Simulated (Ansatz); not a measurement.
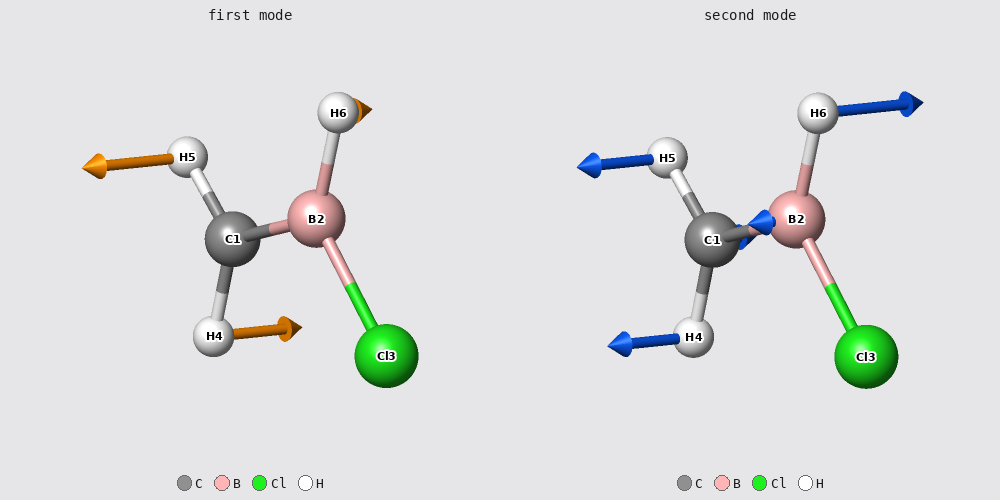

The system is CH₃BCl, SMILES [CH2]BCl, spin multiplicity 2; the picture shows the reference structure; its two panels give the patterns of the first and the second mode as arrows. The first coordinate is: normal mode 1 (268 cm⁻¹); the second: normal mode 5 (848 cm⁻¹). Nothing is relaxed (straight displacements along the two mass-weighted modes). Grid: 13 × 13 points; 90 points were computed and 79 follow by symmetry. Points are written as (first, second). All energies are given in eV relative to the lowest grid point. Level of theory: Ansatz 0.2.0, UKS PBE0-D4/def2-TZVP.

Its coordinates:

```xyz
6

C    -0.4747    0.0804   -0.6675
B     0.5237   -0.0951    0.4609
Cl   -0.0167    0.0530    2.1244
H    -1.5248    0.2968   -0.4940
H    -0.1863   -0.0025   -1.7111
H     1.6787   -0.3326    0.2872
```

Range: normal mode 1 (268 cm⁻¹) from −0.615 to 0.615 amu½·Å; normal mode 5 (848 cm⁻¹) from −0.870 to 0.870 amu½·Å.

**Predict the map.**

The lowest grid point is at (0.000 amu½·Å, 0.000 amu½·Å). The highest grid point, (−0.615 amu½·Å, −0.870 amu½·Å), lies 1.99 eV above the lowest.

| normal mode 5 (848 cm⁻¹) ↓, normal mode 1 (268 cm⁻¹) → | −0.615 | −0.512 | −0.410 | −0.307 | −0.205 | −0.102 | 0.000 | 0.102 | 0.205 | 0.307 | 0.410 | 0.512 | 0.615 |
| --- | --- | --- | --- | --- | --- | --- | --- | --- | --- | --- | --- | --- | --- |
| 0.870 | 1.78 | 1.64 | 1.52 | 1.43 | 1.36 | 1.32 | 1.32 | 1.35 | 1.42 | 1.52 | 1.65 | 1.81 | 1.99 |
| 0.725 | 1.30 | 1.17 | 1.06 | 0.97 | 0.91 | 0.87 | 0.87 | 0.89 | 0.95 | 1.04 | 1.16 | 1.31 | 1.49 |
| 0.580 | 0.90 | 0.78 | 0.68 | 0.61 | 0.56 | 0.53 | 0.52 | 0.54 | 0.59 | 0.66 | 0.76 | 0.90 | 1.06 |
| 0.435 | 0.60 | 0.48 | 0.40 | 0.34 | 0.30 | 0.28 | 0.28 | 0.29 | 0.32 | 0.38 | 0.46 | 0.57 | 0.72 |
| 0.290 | 0.38 | 0.28 | 0.21 | 0.16 | 0.13 | 0.12 | 0.12 | 0.12 | 0.14 | 0.18 | 0.24 | 0.34 | 0.47 |
| 0.145 | 0.26 | 0.16 | 0.10 | 0.06 | 0.04 | 0.03 | 0.03 | 0.03 | 0.04 | 0.07 | 0.11 | 0.19 | 0.31 |
| 0.000 | 0.24 | 0.13 | 0.06 | 0.03 | 0.01 | 0.00 | 0.00 | 0.00 | 0.01 | 0.03 | 0.06 | 0.13 | 0.24 |
| −0.145 | 0.31 | 0.19 | 0.11 | 0.07 | 0.04 | 0.03 | 0.03 | 0.03 | 0.04 | 0.06 | 0.10 | 0.16 | 0.26 |
| −0.290 | 0.47 | 0.34 | 0.24 | 0.18 | 0.14 | 0.12 | 0.12 | 0.12 | 0.13 | 0.16 | 0.21 | 0.28 | 0.38 |
| −0.435 | 0.72 | 0.57 | 0.46 | 0.38 | 0.32 | 0.29 | 0.28 | 0.28 | 0.30 | 0.34 | 0.40 | 0.48 | 0.60 |
| −0.580 | 1.06 | 0.90 | 0.76 | 0.66 | 0.59 | 0.54 | 0.52 | 0.53 | 0.56 | 0.61 | 0.68 | 0.78 | 0.90 |
| −0.725 | 1.49 | 1.31 | 1.16 | 1.04 | 0.95 | 0.89 | 0.87 | 0.87 | 0.91 | 0.97 | 1.06 | 1.17 | 1.30 |
| −0.870 | 1.99 | 1.81 | 1.65 | 1.52 | 1.42 | 1.35 | 1.32 | 1.32 | 1.36 | 1.43 | 1.52 | 1.64 | 1.78 |

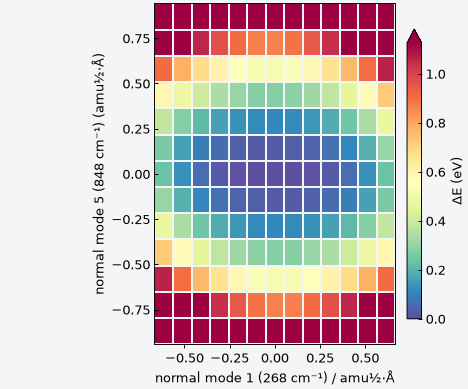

In the figure: one coloured cell a grid point, one colour for all values above the top of the scale.

The whole map (90 points run) took 6.1 min on 1 thread of Intel(R) Xeon(R) Platinum 8488C (Sapphire Rapids) (shared host).
